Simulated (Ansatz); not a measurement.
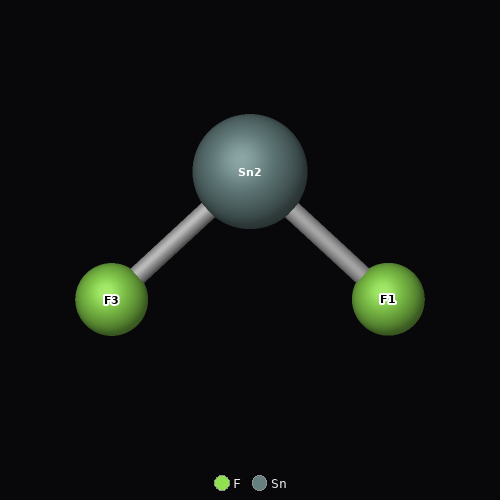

The system is F2Sn, SMILES [F][Sn][F]; the picture shows the reference structure. Coordinates scanned: (1) angle F1–Sn2–F3 (carried through 180); (2) change of the bonds Sn2–F1, Sn2–F3, all alike. Nothing is relaxed (all other coordinates rigid). Grid: 15 × 15 points; 120 points were computed and 105 follow by symmetry. Points are written as (first, second). Energies: kcal/mol, counted from the relaxed molecule at the same level. Theory: RHF/def2-TZVP (Ansatz 0.2.0).

Its coordinates:

| atom | x (Å) | y (Å) | z (Å) |
| --- | --- | --- | --- |
| F | -1.2703 | 0.2775 | -0.6731 |
| Sn | 0.3274 | 0.7299 | 0.2618 |
| F | 0.9319 | -1.0721 | 0.3981 |

Range: angle F1–Sn2–F3 (carried through 180) from 76.4 to 283.6°; change of the bonds Sn2–F1, Sn2–F3, all alike from −0.210 to 0.324 Å.

Q: Predict the map.

A: The lowest grid point is at (91.2°, 0.019 Å), 0.42 kcal/mol from the relaxed molecule at the same level; the map holds 2 wells of about this depth. It is the only kind of minimum in the scanned range. The highest grid point, (180.0°, −0.210 Å), lies 116.9 kcal/mol above the lowest. On the interpolated surface the easiest way out of the lowest well to a well of about the same depth near (268.8°, 0.019 Å) passes a barrier of about 46 kcal/mol.

```csv
"second ↓, first →",76.4,91.2,106.0,120.8,135.6,150.4,165.2,180.0,194.8,209.6,224.4,239.2,254.0,268.8,283.6
0.324,44.3,37.7,37.4,41.1,46.9,53.2,58.0,59.9,58.0,53.2,46.9,41.1,37.4,37.7,44.3
0.286,37.7,31.1,31.1,35.2,41.6,48.5,53.9,55.9,53.9,48.5,41.6,35.2,31.1,31.1,37.7
0.248,31.4,24.8,25.1,29.7,36.7,44.3,50.2,52.4,50.2,44.3,36.7,29.7,25.1,24.8,31.4
0.210,25.6,18.9,19.5,24.6,32.3,40.6,47.1,49.6,47.1,40.6,32.3,24.6,19.5,18.9,25.6
0.172,20.3,13.5,14.4,20.0,28.4,37.5,44.7,47.5,44.7,37.5,28.4,20.0,14.4,13.5,20.3
0.133,15.7,8.7,9.9,16.0,25.2,35.1,43.1,46.2,43.1,35.1,25.2,16.0,9.9,8.7,15.7
0.095,12.0,4.8,6.3,13.0,22.9,33.8,42.6,46.0,42.6,33.8,22.9,13.0,6.3,4.8,12.0
0.057,9.5,2.0,3.7,11.0,21.7,33.6,43.3,47.1,43.3,33.6,21.7,11.0,3.7,2.0,9.5
0.019,8.3,0.4,2.4,10.3,21.9,34.8,45.5,49.7,45.5,34.8,21.9,10.3,2.4,0.4,8.3
−0.019,8.7,0.4,2.6,11.1,23.6,37.6,49.4,54.1,49.4,37.6,23.6,11.1,2.6,0.4,8.7
−0.057,11.2,2.3,4.8,13.8,27.2,42.4,55.3,60.6,55.3,42.4,27.2,13.8,4.8,2.3,11.2
−0.095,16.1,6.6,9.2,18.8,33.2,49.6,63.8,69.6,63.8,49.6,33.2,18.8,9.2,6.6,16.1
−0.133,24.0,13.6,16.4,26.6,41.9,59.6,75.1,81.6,75.1,59.6,41.9,26.6,16.4,13.6,24.0
−0.172,35.8,24.4,27.3,38.1,54.4,73.4,90.3,97.5,90.3,73.4,54.4,38.1,27.3,24.4,35.8
−0.210,51.6,39.1,42.1,53.5,70.6,90.9,109.4,117.3,109.4,90.9,70.6,53.5,42.1,39.1,51.6
```

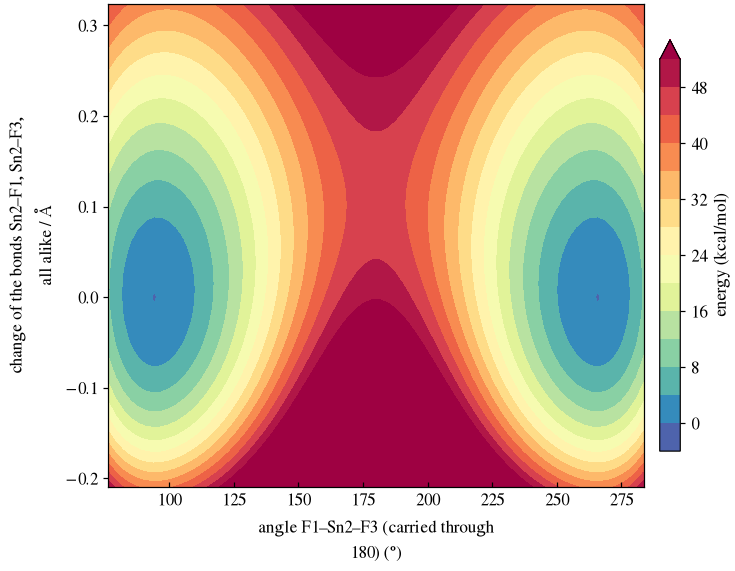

In the figure: filled contours, one colour for all values above the top of the scale. Between grid points the surface is interpolated.

Each point was launched as `ansatz run input.yaml --threads 1 --pin off --max-ram 2560MiB --backend cpu --events-out ev --progress --plain --runs-dir out`. The whole map (120 points run) took 2.6 min on 1 thread of AMD EPYC 7R43 64-Core Processor (Zen 3), with other jobs on the host.
